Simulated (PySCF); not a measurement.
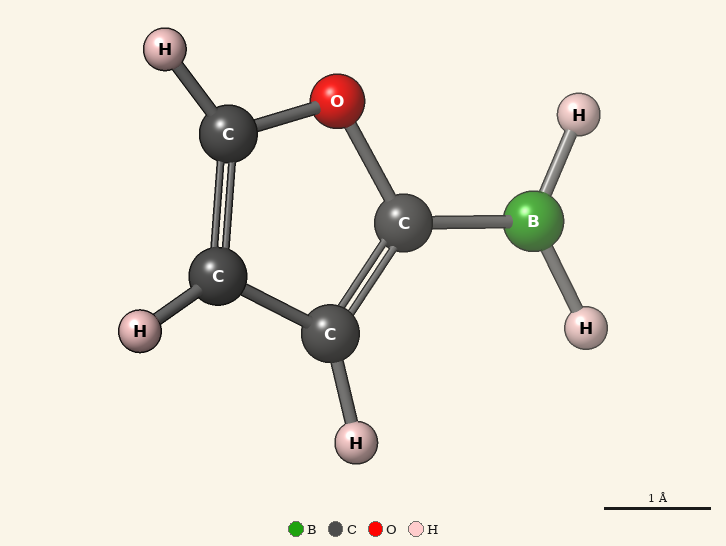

Distant atoms are faded towards the background colour. The geometry was computed by an optimisation with GFN2-xTB. No frequency run is at hand to confirm it as a minimum. Masses are those of the most abundant isotopes; constants are for the rigid equilibrium geometry.

Classify the rotor and give the rotational constants (cm⁻¹).

Answer. An asymmetric top (Cs): A = 0.301, B = 0.126, C = 0.0889 cm⁻¹. Ray's parameter κ is −0.65, nearer the prolate limit.
